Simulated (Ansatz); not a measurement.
A series of calculations on Si₂H₁₀O₂

### Relaxation

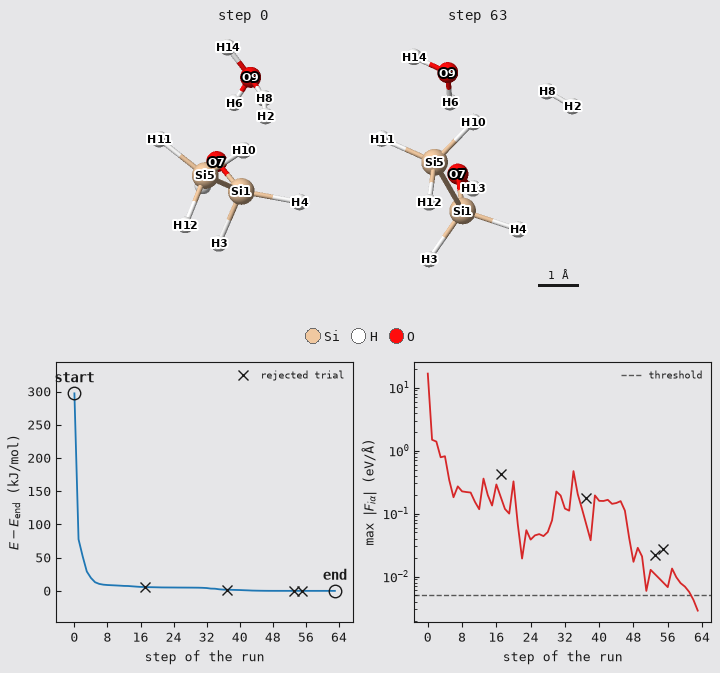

First and last geometry of a relaxation of Si₂H₁₀O₂ (started from a transition state, displaced along its imaginary mode), with the history of the run. Style: ball-and-stick. Shown from a free direction.

Method: RKS PBE0-D4/def2-TZVP (Ansatz 0.2.0).

Input file:
```yaml
crystal:
  periodic: [false, false, false]
  atoms:
    - {symbol: Si, position_ang: [-0.246774, -1.019118, 0.214532]}
    - {symbol: H, position_ang: [0.387797, 0.750071, 0.958411]}
    - {symbol: H, position_ang: [-0.545313, -2.291339, -0.478557]}
    - {symbol: H, position_ang: [-0.188601, -1.414483, 1.659119]}
    - {symbol: Si, position_ang: [-2.178580, 0.293502, -0.215190]}
    - {symbol: H, position_ang: [2.145734, 0.409262, -0.201433]}
    - {symbol: O, position_ang: [1.187986, -0.777343, -0.637520]}
    - {symbol: H, position_ang: [1.084334, 0.947988, 0.821977]}
    - {symbol: O, position_ang: [2.351642, 0.995786, 0.266550]}
    - {symbol: H, position_ang: [-2.599349, 1.113662, 0.953781]}
    - {symbol: H, position_ang: [-1.885348, 1.230074, -1.336647]}
    - {symbol: H, position_ang: [-3.356063, -0.535781, -0.633520]}
    - {symbol: H, position_ang: [1.457493, -1.544236, -1.142307]}
    - {symbol: H, position_ang: [2.385041, 1.841954, -0.229197]}
basis:
  gaussian: {orbitals: def2-TZVP}
hamiltonian: {xc: pbe0, dispersion: d4}
relax: {f_tol: 0.005, max_steps: 200}
```

Run as
```bash
ansatz run in.yaml --threads 8 --pin off --events-out ev --progress --plain --max-ram 19148MiB
```

**Read the history and describe the run.**

It converged. The energy falls by 297.3 kJ/mol in 59 accepted moves (63 points after the start). Largest force component: 17 eV/Å at the start, 0.0029 eV/Å at the end. The line search rejected the trial steps at points 17, 37, 53, 55 of the run. H2 moves most after the best rigid fit: 1.88 Å. By element the largest moves are H 1.88 Å, O 1.44 Å, Si 0.60 Å. Among the contacts that change: Si1–H2 2.021 → 3.844 Å, H8–O9 1.385 → 2.586 Å, H6–O9 0.778 → 0.968 Å, Si1–Si5 2.375 → 2.340 Å. Bond angles that change, for instance: H3–Si1–O7 93.3° → 109.2°, Si5–Si1–O7 121.4° → 109.8°, H4–Si1–O7 119.5° → 109.7°. Groups turn about Si1–O7 by about 60°.

```tsv
step	E − E(0), kJ/mol	largest force component, eV/Å	note
0	0.00	16.6693	
1	-219.65	1.4840	
2	-245.29	1.3878	
3	-268.15	0.7824	
4	-277.81	0.8126	
5	-284.29	0.3405	
6	-286.80	0.1814	
7	-287.95	0.2699	
8	-288.49	0.2249	
9	-288.80	0.2194	
10	-289.11	0.2154	
13	-289.96	0.3586	
16	-291.33	0.2895	
18	-291.71	0.1185	
21	-292.10	0.0675	
24	-292.23	0.0385	
27	-292.36	0.0438	
30	-292.52	0.2237	
32	-293.04	0.1200	
35	-294.91	0.2025	
38	-295.71	0.0376	
41	-296.32	0.1582	
43	-296.84	0.1425	
46	-297.18	0.1110	
49	-297.26	0.0286	
52	-297.27	0.0128	
55	-297.27	0.0274	rejected
57	-297.28	0.0134	
60	-297.29	0.0069	
63	-297.29	0.0029
```

### Relaxation

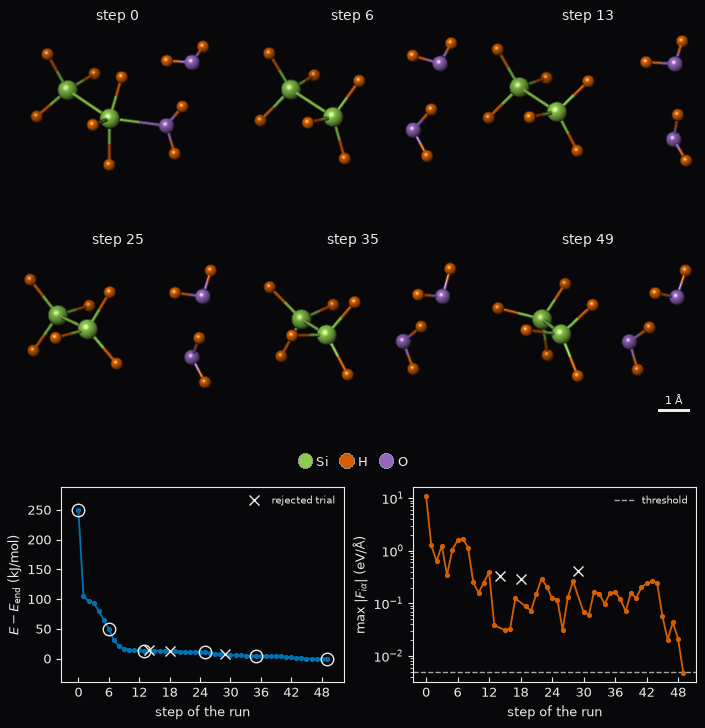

Frames of a relaxation of Si2H10O2 (started from a transition state, displaced along its imaginary mode), marked on the history of the run. The picture is a ball-and-stick view, seen at a tilt.

These are results of Ansatz, RKS PBE0-D4/def2-TZVP, not measurements. Settings: force threshold 0.005 eV/Å; at most 200 steps.

What happens along the run?

Answer. The energy falls by 249.0 kJ/mol in 46 accepted moves (49 points after the start). The largest force component goes from 11 to 0.0047 eV/Å. The line search rejected the trial steps at points 14, 18, 29 of the run. An H atom moves most after the best rigid fit: 1.44 Å. By element the largest moves are H 1.44 Å, O 1.24 Å, Si 0.91 Å. Among the contacts that change: O–Si 1.901 → 3.068 Å, H–O 0.828 → 0.963 Å, H–O 0.866 → 0.972 Å, H–Si 1.586 → 1.486 Å. Bonds break, among them: O–Si (1.90 → 3.07 Å). Bond angles that change, for instance: H–Si–H 164.2° → 108.1°, H–Si–Si 85.3° → 110.9°, H–O–H 124.2° → 105.9°. From step 0 to 6: an H atom moves most (0.69 Å), energy −199.1 kJ/mol. From step 6 to 13: an O atom moves most (0.95 Å), energy −36.6 kJ/mol. From step 13 to 25: an H atom moves most (0.81 Å), energy −2.78 kJ/mol. From step 25 to 35: an H atom moves most (0.97 Å), energy −5.69 kJ/mol. From step 35 to 49: an H atom moves most (1.09 Å), energy −4.82 kJ/mol.

```csv
step,"E − E(0), kJ/mol","largest force component, eV/Å",note
0,0.00,11.2019,
1,-143.53,1.2721,
2,-152.81,0.6335,
3,-155.00,1.2502,
4,-168.59,0.3437,
5,-183.83,1.0425,
6,-199.12,1.5752,
7,-218.12,1.7076,
8,-228.04,1.1535,
9,-232.17,0.2504,
10,-233.86,0.1587,
12,-235.33,0.3914,
14,-235.33,0.3336,rejected
16,-236.17,0.0324,
18,-236.20,0.2895,rejected
20,-237.09,0.0731,
22,-237.49,0.2953,
24,-238.49,0.1248,
26,-239.45,0.0314,
28,-241.53,0.2639,
31,-243.08,0.0611,
33,-243.80,0.1534,
35,-244.21,0.1549,
37,-244.47,0.1210,
39,-244.75,0.1580,
41,-245.88,0.2016,
43,-247.23,0.2611,
45,-248.84,0.0577,
47,-249.02,0.0435,
49,-249.03,0.0047,
```

### Reaction

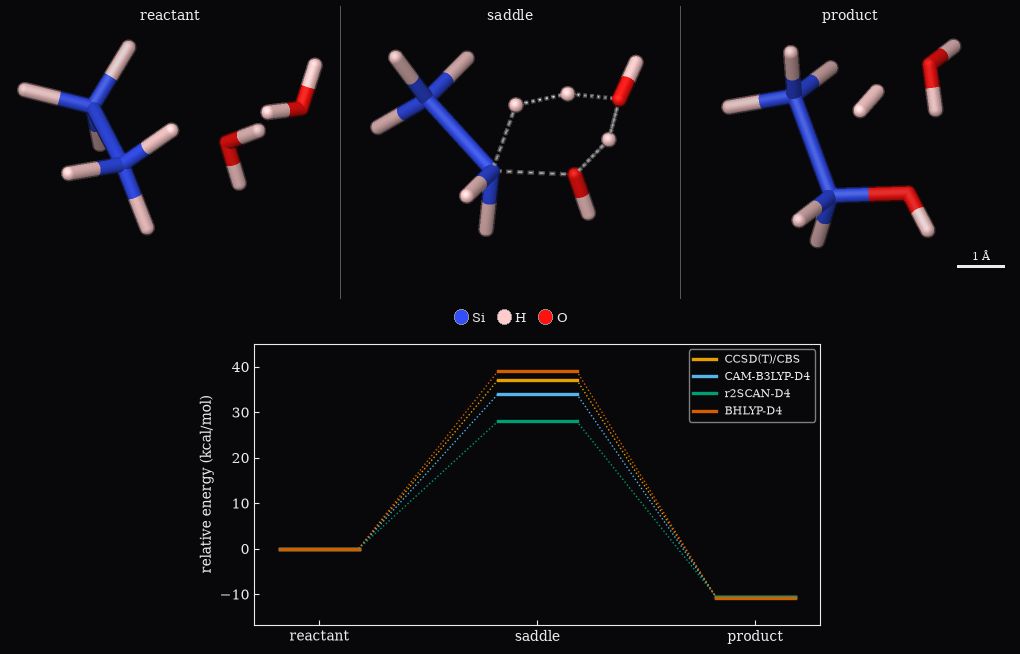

A reaction step of Si$_{2}$H$_{10}$O$_{2}$, with its energy diagram. A stick model, seen at a tilt. Dashed sticks mark bonds that form or break.

Stationary points at PBE0-D4/def2-TZVP, single-point energies with CCSD(T)/CBS, CAM-B3LYP-D4, r2SCAN-D4, BHLYP-D4 (def2-TZVPP where no basis is named; Ansatz 0.2.0). The energies are electronic, without zero-point or thermal terms, and both ends are the minima reached downhill from the saddle, with any fragments still in contact. CCSD(T)/CBS stands for a frozen-core estimate: MP2 correlation extrapolated from def2-TZVPP and def2-QZVPP, CCSD(T) minus MP2 from the smaller set.

Q: Describe the step and its energetics.

A: Counted by bonded pieces, the reactant holds H₂O + H₂O + Si₂H₆ and the product holds H₂ + H₂O + Si₂H₆O. From the reactant over the saddle to the product, bonds form: O–Si (3.07 → 1.79 → 1.67 Å), H–H (2.10 → 1.16 → 0.75 Å), H–O (1.85 → 1.17 → 0.97 Å). Bonds break: H–Si (1.49 → 1.73 → 3.84 Å), H–O (0.97 → 1.23 → 1.89 Å), H–O (0.96 → 1.11 → 2.59 Å). The saddle has one imaginary mode, 1163i cm⁻¹. With CCSD(T)/CBS the barrier is 37.1 kcal/mol from the reactant and 47.9 kcal/mol from the product, and the product lies 10.7 kcal/mol below the reactant.

```csv
level,barrier from the reactant (kcal/mol),barrier from the product (kcal/mol),the product less the reactant (kcal/mol)
CCSD(T)/CBS,37.1,47.9,−10.7
CAM-B3LYP-D4,34.0,44.7,−10.6
r2SCAN-D4,28.0,38.6,−10.6
BHLYP-D4,39.1,49.9,−10.8
```

Against CCSD(T)/CBS, BHLYP-D4 comes closest on the barrier from the reactant (+1.9 kcal/mol) and r2SCAN-D4 misses most (−9.1 kcal/mol).

### Path

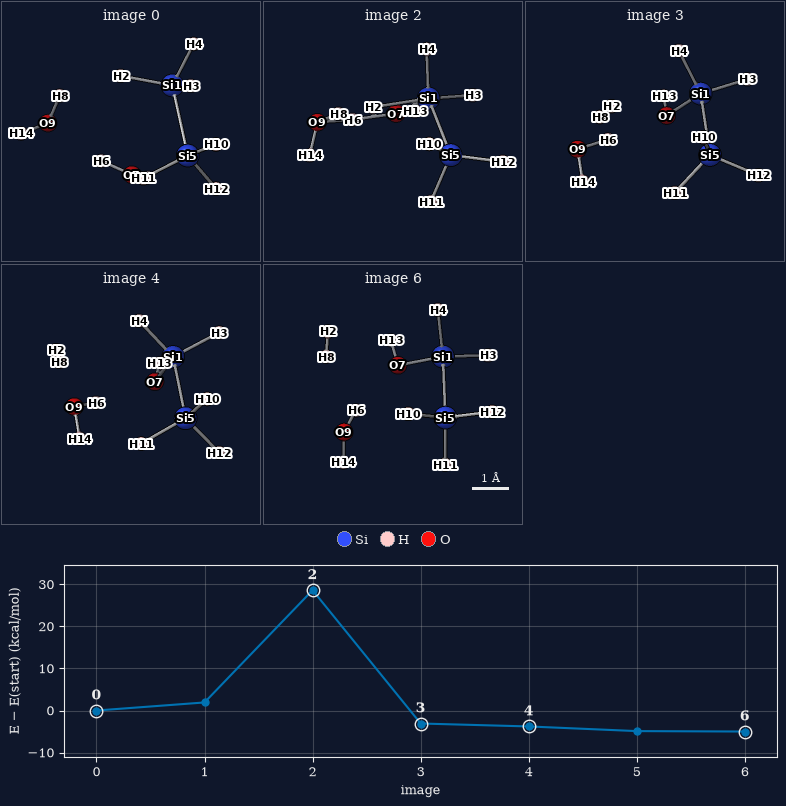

NEB run on Si2H10O2. Images are numbered from 0 (start) to 6 (end). Style: ball-and-stick. Shown at a tilt.

Computed with RKS PBE0-D4/def2-SVP (Ansatz 0.2.0).

The input:
```yaml
crystal:
  periodic: [false, false, false]
  atoms:
    - {symbol: Si, position_ang: [-0.756570, -0.663691, 1.250929]}
    - {symbol: H, position_ang: [0.349032, 0.282794, 1.585233]}
    - {symbol: H, position_ang: [-0.157613, -1.995075, 0.972389]}
    - {symbol: H, position_ang: [-1.566217, -0.792868, 2.497226]}
    - {symbol: Si, position_ang: [-2.042482, 0.146988, -0.528616]}
    - {symbol: H, position_ang: [1.526966, 0.064040, -1.007250]}
    - {symbol: O, position_ang: [0.748413, -0.361271, -1.405433]}
    - {symbol: H, position_ang: [2.264095, 0.855664, 0.940144]}
    - {symbol: O, position_ang: [2.750561, 0.893229, 0.110096]}
    - {symbol: H, position_ang: [-3.436226, 0.385947, -0.049900]}
    - {symbol: H, position_ang: [-1.512629, 1.442788, -1.021290]}
    - {symbol: H, position_ang: [-2.114238, -0.840814, -1.633911]}
    - {symbol: H, position_ang: [1.030606, -1.242792, -1.657028]}
    - {symbol: H, position_ang: [2.916300, 1.825058, -0.052588]}
basis:
  gaussian: {orbitals: def2-SVP}
hamiltonian: {xc: pbe0, dispersion: d4}
neb:
  images: 5
  climbing: true
  max_iterations: 40
  initial_path: idpp
  final_atoms:
    - {symbol: Si, position_ang: [-0.360581, -1.493697, -0.043816]}
    - {symbol: H, position_ang: [0.812999, 0.899685, 2.725244]}
    - {symbol: H, position_ang: [-0.769191, -2.645728, -0.898689]}
    - {symbol: H, position_ang: [-0.580728, -1.905605, 1.371991]}
    - {symbol: Si, position_ang: [-1.634054, 0.393352, -0.584033]}
    - {symbol: H, position_ang: [1.554033, 0.682986, -0.458854]}
    - {symbol: O, position_ang: [1.260686, -1.173899, -0.291349]}
    - {symbol: H, position_ang: [0.934692, 1.256821, 2.079651]}
    - {symbol: O, position_ang: [1.283420, 1.612846, -0.457681]}
    - {symbol: H, position_ang: [-1.547329, 1.466554, 0.432245]}
    - {symbol: H, position_ang: [-1.302961, 0.900722, -1.940125]}
    - {symbol: H, position_ang: [-3.039740, -0.110668, -0.620371]}
    - {symbol: H, position_ang: [1.886408, -1.832649, 0.014491]}
    - {symbol: H, position_ang: [1.502345, 1.949278, -1.328706]}
```

Launched with:
```bash
ansatz run in.yaml --threads 8 --pin off --events-out ev --progress --plain --max-ram 19148MiB
```

What happens along the path, and what is the barrier?

Answer. Forward barrier 28.6 kcal/mol, backward barrier 33.6 kcal/mol, with image 2 at the top; the reaction energy is −5.0 kcal/mol. Breaking: H6–O7 (0.97 → 1.26 at the top → 1.89 Å), H8–O9 (0.96 → 1.10 at the top → 2.59 Å), Si1–H2 (1.49 → 1.74 at the top → 3.84 Å). Forming: H2–H8 (2.10 → 1.17 at the top → 0.75 Å), H6–O9 (1.85 → 1.15 at the top → 0.97 Å), Si1–O7 (3.07 → 1.82 at the top → 1.67 Å). The band converged in 30 iterations. The largest component of the band force went from 4.6 to 0.05 eV/Å. The climbing image converged on the top of the path. Its curvatures weren't checked. The largest force component is 0.32 eV/Å at the start and 0.42 eV/Å at the end; an end with forces this large is no minimum, and the barrier measured from it can be far off.

The run took 3.4 min on 8 threads of Arm Neoverse V1 (shared host).
